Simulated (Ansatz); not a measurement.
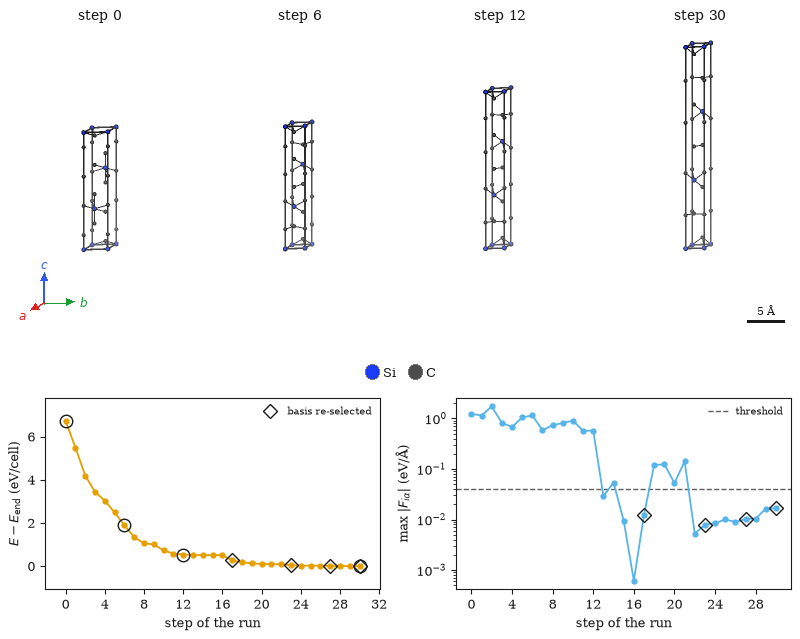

Frames of a relaxation of a crystal of SiC4 (a generated structure, set up in R-3m) (coarse preliminary run), marked on the history of the run. Style: ball-and-stick. Shown: the conventional cell (3 times the calculation's cell), slightly off an axis. Lengths and directions refer to the drawn axes.

These are results of DFT PBE, scalar-relativistic, plane waves, PAW (Ansatz), not measurements.

The input:
```yaml
crystal:
  lattice:
    - [1.68812732, 0.97464076, 5.51340074]
    - [-1.68812732, 0.97464076, 5.51340074]
    - [0.0, -1.94928153, 5.51340074]
  atoms:
    - { symbol: Si, position: [0.0, 0.0, 0.0] }
    - { symbol: C, position: [0.625, 0.625, 0.625] }
    - { symbol: C, position: [0.125, 0.125, 0.125] }
    - { symbol: C, position: [0.875, 0.875, 0.875] }
    - { symbol: C, position: [0.375, 0.375, 0.375] }
basis:
  ecutwfc: 420
kpoints:
  mp_grid: { grid: [6, 6, 6] }
hamiltonian:
  xc: pbe
scf:
  occupations: { method: gaussian, width: 0.1 }
  lower_state_search: "off"
output:
  forces: true
  stress: true
  eigenvalues: true
relax:
  adjacent_minimum: "off"
  f_tol: 0.04
  max_steps: 70
  cell: { stress_tol: 0.4 }
```

Command:
```bash
ansatz run input.yaml --threads 1 --pin off --max-ram 2560MiB --backend cpu --events-out ev --progress --plain --runs-dir out
```

What happens along the run?

Answer. After 26 accepted moves (30 points after the start) the energy has fallen by 6.728 eV per cell of the calculation. The largest force component goes from 1.2 to 0.017 eV/Å. Pressure: −23.01 GPa at the start and 0.14 GPa at the end. At 4 points the geometry stayed and the basis and grid were re-selected for the new cell (energy shift of 0.244 eV per cell of the calculation at most each time). The largest moves relative to the cell, 1.18 Å, are those of C3 and C4. C3 goes along +c. Si stays in place. The volume changes by +2.6 %, with a = b 3.376 → 2.608 Å (−22.7 %), c 16.540 → 28.433 Å (+71.9 %). Some distances before and after: Si1–C3 2.068 → 4.739 Å, C3–C4 2.387 → 1.506 Å, Si1–Si1 3.376 → 2.608 Å, Si1–C2 2.068 → 1.915 Å. New bonds form: C3–C4 (2.39 → 1.51 Å). Bonds break: Si1–C3 (2.07 → 4.74 Å), Si1–C4 (2.07 → 4.74 Å). Bond angles that change, for instance: C2–Si1–C2 109.5° → 85.9°, C2–Si1–C5 70.5° → 94.1°, Si1–C2–Si1 109.5° → 85.9°. The space group stays R-3m (No. 166). The run took 47 s on 1 thread of Arm Neoverse V2, with other jobs on the host, peak memory 0.32 GiB. From step 0 to 6: C atoms move most (0.62 Å), volume −30.0 %, energy −4.829 eV per cell of the calculation. From step 6 to 12: C atoms move most (0.14 Å), volume +15.5 %, energy −1.356 eV per cell of the calculation. From step 12 to 30: C atoms move most (0.24 Å), volume +26.9 %, energy −0.542 eV per cell of the calculation.

```tsv
step	E − E(0), meV/atom	largest force component, eV/Å	pressure, GPa	volume, Å³/atom	note
0	0.00	1.2377	-23.01	10.886	
1	-245.79	1.1452	-21.28	9.694	
2	-505.02	1.7285	-14.31	8.375	
3	-657.63	0.8204	5.37	7.488	
4	-737.67	0.6767	19.68	7.245	
5	-847.49	1.0487	19.44	7.368	
6	-965.83	1.1508	14.26	7.618	
7	-1075.54	0.5845	8.85	7.871	
8	-1133.54	0.7372	5.29	8.086	
9	-1143.19	0.8136	-10.82	8.815	
10	-1199.48	0.9050	-6.22	8.780	
11	-1227.84	0.5705	0.72	8.791	
12	-1237.08	0.5747	4.33	8.798	
13	-1241.63	0.0292	-0.53	8.910	
14	-1241.98	0.0539	-0.12	8.867	
15	-1242.12	0.0095	0.44	8.819	
16	-1242.11	0.0006	-0.06	8.841	
17	-1290.93	0.0126	3.46	8.841	same geometry, new basis
18	-1308.05	0.1206	2.56	9.154	
19	-1318.69	0.1236	1.31	9.460	
21	-1325.49	0.1417	0.39	9.903	
22	-1325.55	0.0052	-0.04	9.949	
23	-1336.19	0.0080	1.05	9.949	same geometry, new basis
24	-1339.35	0.0085	0.53	10.258	
25	-1340.43	0.0101	0.10	10.566	
26	-1339.92	0.0090	0.02	10.781	
27	-1344.43	0.0102	0.23	10.781	same geometry, new basis
28	-1344.53	0.0105	0.18	11.012	
29	-1344.22	0.0165	0.10	11.168	
30	-1345.51	0.0166	0.14	11.168	same geometry, new basis
```
